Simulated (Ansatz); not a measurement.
**C3H5Ga (SMILES C=[C]1[CH2][GaH]1): density, localisation and related maps**

Input file:

```
crystal:
  periodic: [false, false, false]
  atoms:
    - {symbol: C, position_ang: [-0.182269, 1.168368, -1.119466]}
    - {symbol: C, position_ang: [0.079169, 0.429886, -0.048728]}
    - {symbol: C, position_ang: [0.607941, -0.973289, 0.110191]}
    - {symbol: Ga, position_ang: [-0.611233, -0.350339, 1.542899]}
    - {symbol: H, position_ang: [0.164912, 0.874676, -2.111249]}
    - {symbol: H, position_ang: [-0.737472, 2.098001, -1.051960]}
    - {symbol: H, position_ang: [1.614579, -1.019075, 0.536071]}
    - {symbol: H, position_ang: [0.481515, -1.695028, -0.697403]}
    - {symbol: H, position_ang: [-1.417152, -0.533210, 2.839655]}
basis:
  gaussian: {orbitals: def2-TZVPP}
hamiltonian: {xc: pbe0, dispersion: d4}
output: {orbitals: {seedname: orbitals}}
```

Run with:

```sh
ansatz run in.yaml --threads 2 --pin off --events-out ev --progress --plain --max-ram 4352MiB
```

Geometry: PBE0-D4/def2-TZVP.

Computed with Ansatz 0.2.0, RKS PBE0-D4/def2-TZVPP.

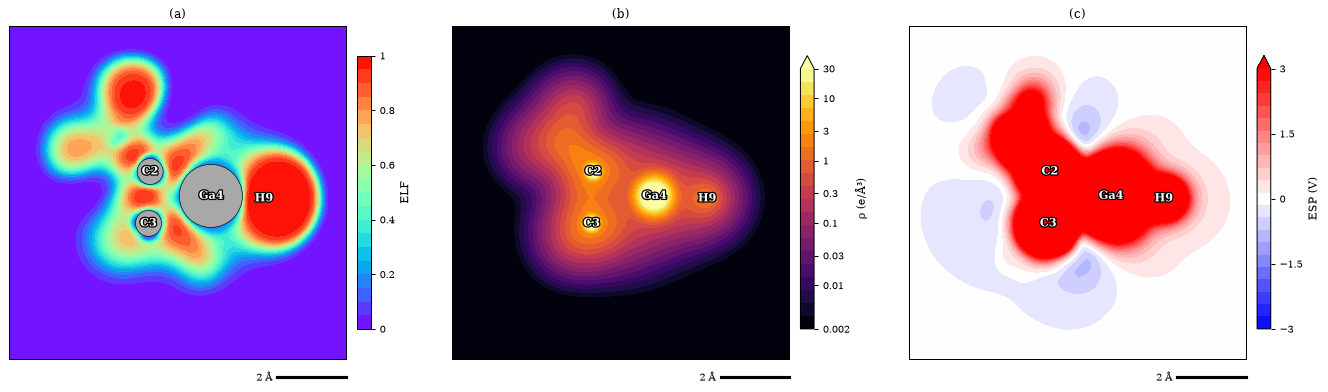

Figure 1. (a) ELF; (b) total electron density; (c) electrostatic potential on the plane of atoms C2, Ga4 and C3. Grey discs cover the atomic cores in the ELF map.

Question: What does the map show?

Answer: The section cuts through C, Ga and H sites.
C–Ga (1.90 Å): ρ is about 0.79 e/Å³ halfway; the ELF peaks at about 0.75 in the valence shell of C, 0.7 Å from its nucleus, and is about 0.35 at the midpoint.
C–C (1.51 Å): the density is about 1.7 e/Å³ at the midpoint; the ELF peaks at about 0.95 between the atoms, as expected for a shared electron pair.
C–Ga (1.98 Å): the density is about 0.71 e/Å³ at the midpoint; the ELF peaks at about 0.75 in the valence shell of C, 0.7 Å from its nucleus, and is about 0.40 at the midpoint.
Ga–H (1.54 Å): ρ is about 1.1 e/Å³ halfway; the ELF climbs to about 1 towards the hydrogen.
Outside the dense part of the molecule the potential is most negative (−0.8 V) near C2.

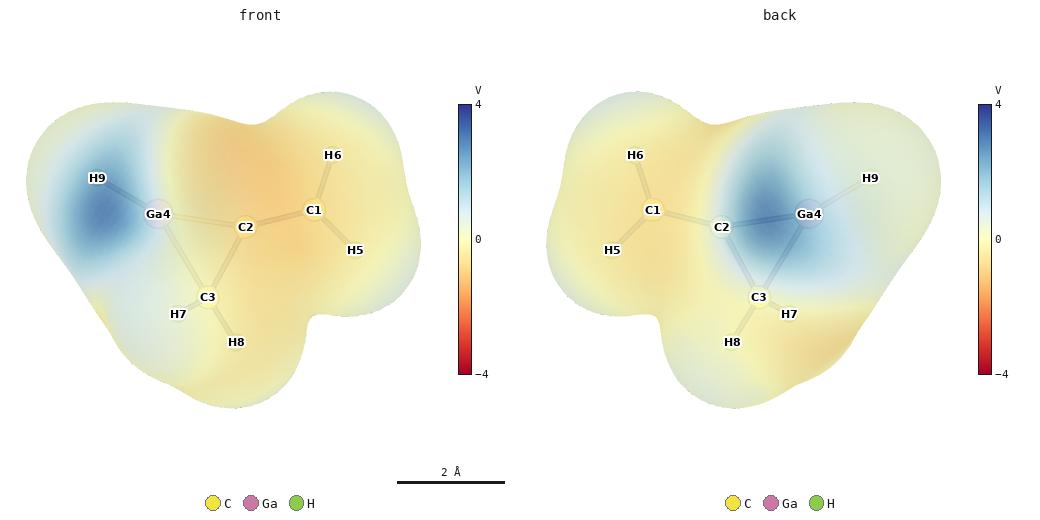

Figure 2. The electrostatic potential painted on the density surface at 0.002 e/bohr³, seen from the front and from behind; red is negative and blue positive.

Question: Which sites attract a positive test charge, and which a negative one?

Answer: A positive charge is drawn to the negative regions and a negative charge to the positive ones. The most negative region (about −1.1 V, or −25 kcal/mol for a unit charge) lies over C1 and C2, the most positive (about +3.0 V, or +69 kcal/mol for a unit charge) over Ga4.

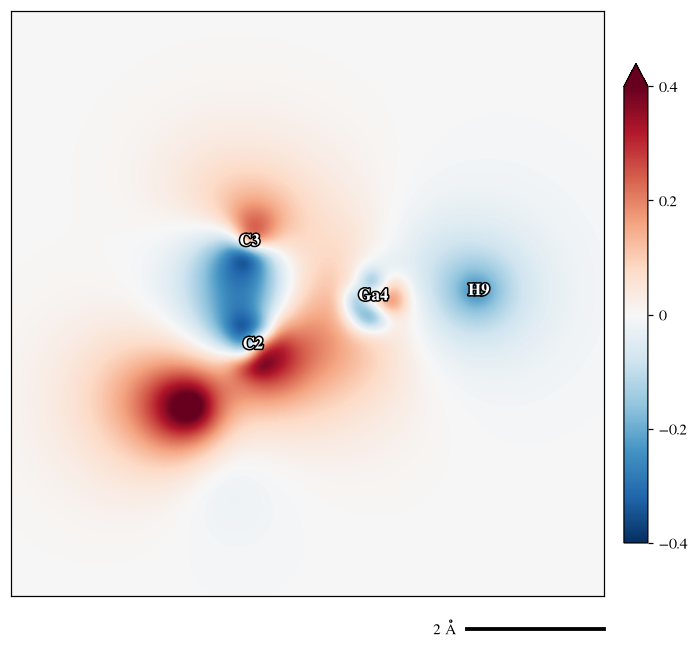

Figure 3. The HOMO−1 on the plane of atoms C2, C3 and Ga4 (values in Å⁻³ᐟ²; the overall sign is arbitrary).

Question: Where does this orbital lie, and at what energy?

Answer: It lies mainly on C2 (about 35 %), C1 (about 30 %), C3 (about 10 %) and Ga4 (about 10 %); π-bonding across C2–C1. Its energy is −7.08 eV.
